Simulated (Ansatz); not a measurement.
Consider C$_{6}$H$_{8}$Cl$_{2}$.

Input file:

```
basis:
  gaussian:
    orbitals: def2-SVPD
crystal:
  periodic: [false, false, false]
  atoms:
    - {symbol: C, position_ang: [-1.928908, 1.196888, 0.335567]}
    - {symbol: C, position_ang: [-0.525654, 1.177669, 0.843622]}
    - {symbol: C, position_ang: [0.125538, 2.108527, 1.579028]}
    - {symbol: C, position_ang: [1.569161, 1.749093, 1.817661]}
    - {symbol: C, position_ang: [1.617591, 0.258432, 1.438993]}
    - {symbol: C, position_ang: [0.423198, 0.060853, 0.489849]}
    - {symbol: Cl, position_ang: [1.333248, -0.769368, 2.914179]}
    - {symbol: Cl, position_ang: [0.981641, 0.265415, -1.256836]}
    - {symbol: H, position_ang: [-2.499184, 0.315935, 0.700667]}
    - {symbol: H, position_ang: [-2.466673, 2.113505, 0.643562]}
    - {symbol: H, position_ang: [-1.931784, 1.141585, -0.773965]}
    - {symbol: H, position_ang: [-0.327316, 3.047427, 1.932007]}
    - {symbol: H, position_ang: [1.921603, 1.921923, 2.853919]}
    - {symbol: H, position_ang: [2.236716, 2.334602, 1.144229]}
    - {symbol: H, position_ang: [2.572672, -0.084696, 1.003897]}
    - {symbol: H, position_ang: [0.000933, -0.960123, 0.534487]}
total_charge: 0
hamiltonian:
  xc: pbe0
output: {forces: true, orbitals: {seedname: orbitals}}
```

Launched as:

```sh
ansatz run input.yaml --threads 4 --pin off --max-ram 7830MiB --events-out events.jsonl --progress --plain --runs-dir runs
```

Geometry: PBE-D3(BJ)/def2-SVP.

Level of theory: isolated molecule in a Gaussian basis; Kohn-Sham density functional theory, functional PBE0 (Ansatz).

What will maps of the electron density and electron localisation function show?

Answer. C–C (1.35 Å): ρ is about 2.2 e/Å³ halfway; the ELF peaks at about 0.90 between the atoms; a covalent bond.
C–H (1.10 Å): ρ at the midpoint is about 1.9 e/Å³; the ELF climbs to about 1 towards the hydrogen, as it does in any bond to H (an ordinary covalent bond to hydrogen).
C–C (1.49 Å): the density is about 1.7 e/Å³ at the midpoint; the ELF peaks at about 0.95 between the atoms; a shared electron pair.

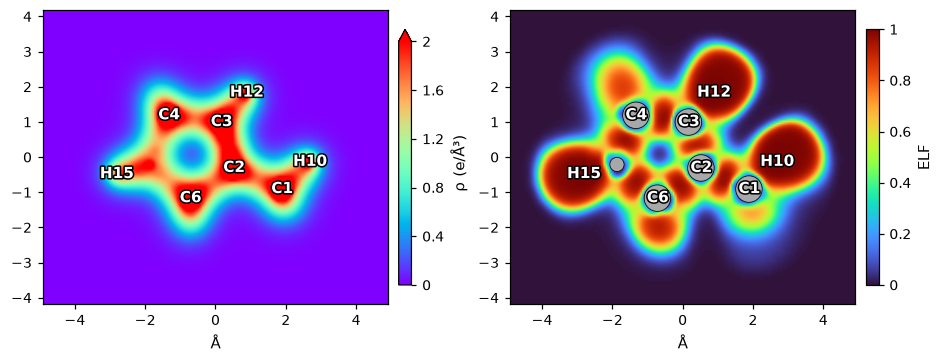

Computed electron density and electron localisation function on the plane of atoms C2, C3 and H12, in this order. Grey discs cover the atomic cores in the ELF map. 
